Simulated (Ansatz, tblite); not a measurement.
# The cluster Ge5H7+: one state, many levels

Aim: run the singlet of the cluster Ge5H7+ at one geometry on many levels, and compare frontier levels, spin and run time.

The runs use Ansatz 0.2.0, Gaussian basis; as each input shows.

The runs, in order: GFN1-xTB, GFN2-xTB, PBE-D4/def2-TZVP, r2SCAN-D4/def2-TZVP, r2SCANh-D4/def2-TZVP, B97M-V/def2-TZVP, ωB97X-V/def2-TZVP, PBE-D4/def2-SVP, PBE0-D4/def2-SVP, HF/STO-3G, MP2/def2-TZVP, RPA/def2-TZVP.

2 further runs of the same task are left out: 2 set aside as unsound or not needed.

### Step 1. The structure

The singlet was relaxed beforehand with r2SCAN-D4/def2-SVP. At that level it is the lowest of the isomers that a small search found.

12 atoms, charge 1, spin multiplicity 1.

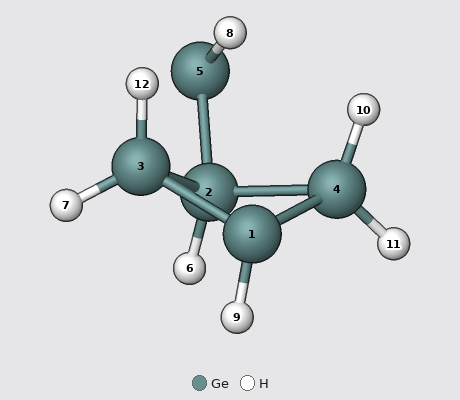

The geometry (germanium teal, hydrogen white); atoms are numbered from 1 in the order of the file.

The ion is computed in the gas phase, without counter-ions or solvent.

PBE0-D4/def2-TZVP was run before; its log isn't repeated, and its numbers join the tables.

### Step 2. GFN1-xTB

Tight binding, by tblite at 300 K electronic temperature and without a spin-polarisation term:

```python
tblite.interface.Calculator('GFN1-xTB', numbers, positions, charge=1, uhf=0).singlepoint()
```

Energy -316.8743 eV, HOMO -14.69 eV, LUMO -13.23 eV; 0.021 s.

### Step 3. GFN2-xTB

Tight binding, by tblite at 300 K electronic temperature and without a spin-polarisation term:

```python
tblite.interface.Calculator('GFN2-xTB', numbers, positions, charge=1, uhf=0).singlepoint()
```

Energy -348.1247 eV, HOMO -14.33 eV, LUMO -12.26 eV; 0.02 s.

### Step 4. PBE-D4/def2-TZVP

start.molden holds the orbitals of an earlier run on this state, given as this run's starting guess.

in.yaml

```yaml
crystal:
  periodic: [false, false, false]
  atoms:
    - {symbol: Ge, position_ang: [1.199572, -0.025650, 1.528817]}
    - {symbol: Ge, position_ang: [-1.078146, 0.456753, -0.176566]}
    - {symbol: Ge, position_ang: [1.212006, 1.447418, -0.375018]}
    - {symbol: Ge, position_ang: [-0.346756, -1.723534, 0.807283]}
    - {symbol: Ge, position_ang: [-1.571377, -0.127214, -2.525195]}
    - {symbol: H, position_ang: [-1.972477, 1.257601, 0.773759]}
    - {symbol: H, position_ang: [1.339533, 2.947087, -0.122045]}
    - {symbol: H, position_ang: [-0.167348, -0.872132, -2.586650]}
    - {symbol: H, position_ang: [0.539212, 0.738710, 2.703653]}
    - {symbol: H, position_ang: [0.171665, -2.665211, -0.274824]}
    - {symbol: H, position_ang: [-1.260734, -2.351304, 1.856102]}
    - {symbol: H, position_ang: [1.934859, 0.917476, -1.609306]}
basis:
  gaussian: {orbitals: def2-TZVP, initial_orbitals: start.molden}
total_charge: 1
hamiltonian: {xc: pbe, dispersion: d4}
scf: {omitted_lower_state_checks: [starts]}
output: {orbitals: {seedname: orbitals}}
```

Started as:

```console
> ansatz run in.yaml --threads 4 --pin off --events-out ev --progress --plain --max-ram 8704MiB
```

Further steps of the session: r2SCAN-D4/def2-TZVP; r2SCANh-D4/def2-TZVP; B97M-V/def2-TZVP; ωB97X-V/def2-TZVP; PBE-D4/def2-SVP; PBE0-D4/def2-SVP; HF/STO-3G; MP2/def2-TZVP; RPA/def2-TZVP.

Q: Predict the results of all the runs planned. Wanted: gap in def2-TZVP, named functionals, smallest and largest; correlation energy, MP2/def2-TZVP; PBE0 total energy, smallest basis above largest.

The runs gave:

| quantity | value |
| --- | --- |
| gap in def2-TZVP, named functionals, smallest and largest | 2.10 eV (PBE-D4), 7.22 eV (ωB97X-V) |
| correlation energy, MP2/def2-TZVP | -33.27 eV |
| PBE0 total energy, smallest basis above largest | 35.62 eV (def2-SVP, def2-TZVP) |

What this shows: Over the named functionals in def2-TZVP the gap runs from 2.10 eV (PBE-D4) to 7.22 eV (ωB97X-V); exact exchange widens it.
